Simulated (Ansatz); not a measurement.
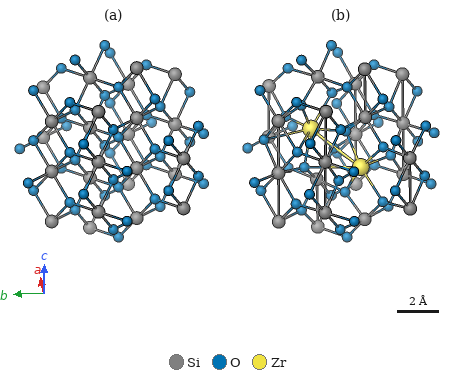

Left: perfect SiO2. Right: the same region with a pair of point defects, after relaxing the atoms in a supercell of 72 sites. A ball-and-stick model of the atoms within 5.2 Å of one point, seen from a free direction.

Method: DFT, PBEsol, PAW, plane waves (Ansatz 0.2.0). Set-up: plane-wave cutoff 420 eV; k-point mesh 1 × 1 × 1; mesh shifted by (0.25, 0.25, 0.25); no spin polarisation. Fermi-Dirac smearing of 0.01 eV. The axes drawn are those of the host's conventional cell.

Question: Which defect is it?

Answer: Two silicon atoms are replaced by zirconium, the two sites 3.3 Å apart.

The charge state of the cell is 0.

Question: What does the relaxation do around it?

Answer: One site: in the host the Si atom has 6 O at 1.77 to 1.81 Å; the Zr atom ends with 6 O at 1.92 to 2.09 Å. The other site: in the host the Si atom has 6 O at 1.77 to 1.81 Å; the Zr atom ends with 6 O at 1.91 to 2.07 Å. Of the host's atoms, an oxygen atom moves furthest from its site, by 0.38 Å. The Zr atom itself moves 0.33 Å from where it was put. The Zr atom itself moves 0.22 Å from where it was put.

Limits of the set-up: the periodic images lie only 8.0 Å apart, so the values are limited by the cell's size.
